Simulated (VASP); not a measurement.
Band structure of Al$_{2}$Pd (space group Fm-3m). Method: PBEsol GGA, VASP's PBE PAW potentials (set 64) (plane waves; VASP).

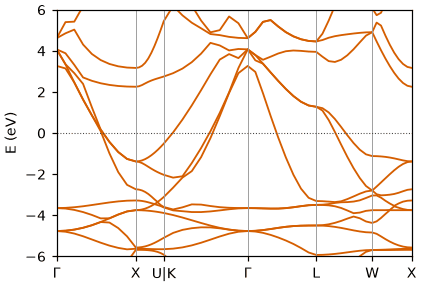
Bands along high-symmetry lines, zero at the valence-band maximum or, without a gap, the Fermi level

Q: Read the plot: is there a gap, and where are the band edges?

A: It has no gap at this level: it comes out as a metal or semimetal.

The structure comes from a computed database's Al2Pd entry; how it stands against other phases isn't given here. The cell was not relaxed at this level.
